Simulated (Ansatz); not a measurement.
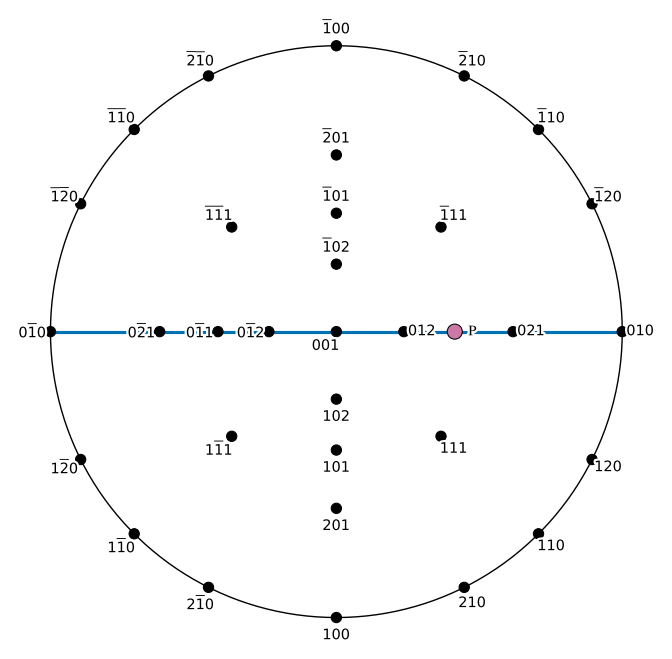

Crystal: Cu₄Sn, coordinates from a relaxation with DFT PBE, scalar-relativistic, plane waves, PAW (Ansatz 0.2.0); the starting structure was generated, so it need not be a known form of this composition. Stereographic projection of plane normals (upper hemisphere) centred on (0 0 1). All values are computed from the atomic coordinates in the standard setting (tolerance 0.002 Å).

a = 5.785 Å, b = 5.785 Å, c = 5.785 Å, α = 90.00°, β = 90.00°, γ = 90.00°.

Index the pole marked P.

Answer. P is (0 1 1), 45.0° from the centre.

Which zone does the coloured great circle trace?

Answer. The zone [1 0 0]: its poles satisfy h = 0.

What is the angle between the normals of (0 1 0) and (1 0 0), and what are their d_hkl = 1/|g|?

Answer. 90.0°; d = 5.785 Å and 5.785 Å.
